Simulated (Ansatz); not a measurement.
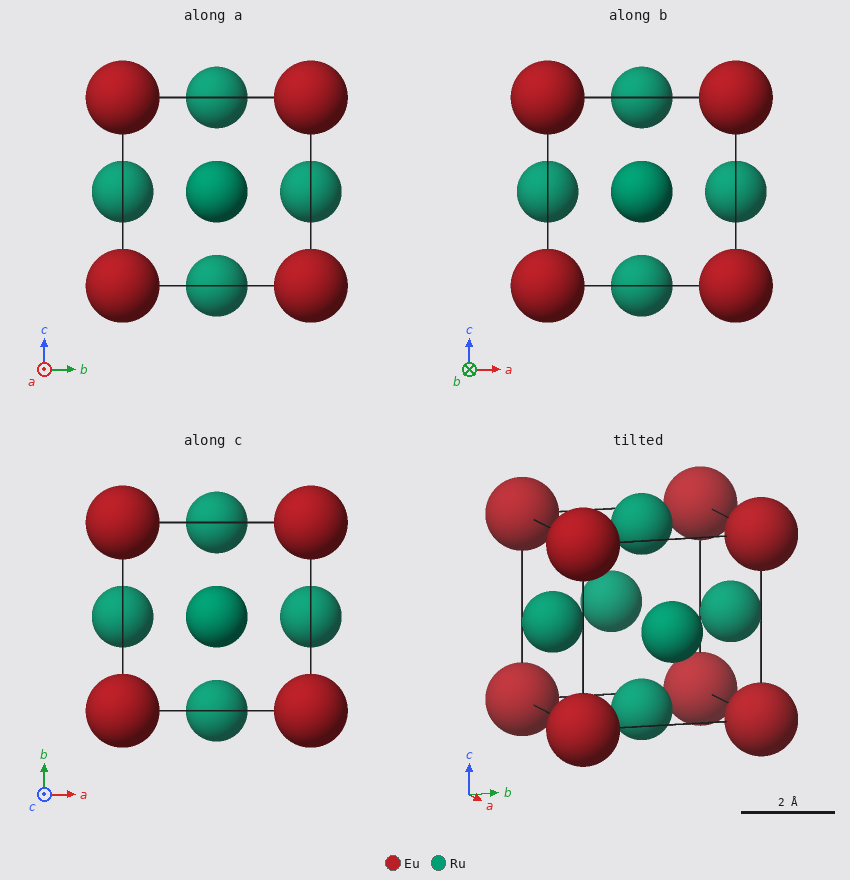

Crystal structure, spheres-only style, seen along the a axis, along the b axis, along the c axis and slightly off an axis. The conventional unit cell is drawn as a box.

Lattice parameters: a = 4.0869 Å, b = 4.0869 Å, c = 4.0869 Å, α = 90.000°, β = 90.000°, γ = 90.000°.

### Turn the picture into a CIF in P1 with every atom of the cell.

```cif
data_structure
_symmetry_space_group_name_H-M 'P 1'
_symmetry_Int_Tables_number 1
_cell_length_a 4.0869
_cell_length_b 4.0869
_cell_length_c 4.0869
_cell_angle_alpha 90.000
_cell_angle_beta 90.000
_cell_angle_gamma 90.000
_cell_volume 68.26
loop_
_atom_site_label
_atom_site_type_symbol
_atom_site_fract_x
_atom_site_fract_y
_atom_site_fract_z
_atom_site_occupancy
Eu1 Eu 0.0000 0.0000 0.0000 1
Ru1 Ru 0.0000 0.5000 0.5000 1
Ru2 Ru 0.5000 0.5000 0.0000 1
Ru3 Ru 0.5000 0.0000 0.5000 1
```

Starting structure: a structure type filled with these elements by a generator (whether the compound takes this form wasn't checked). Earlier steps of the study, as a rule a relaxation of our own, may have changed the cell and positions, so they can lie some per cent off the listed ones. It went into a calculation with Ansatz.
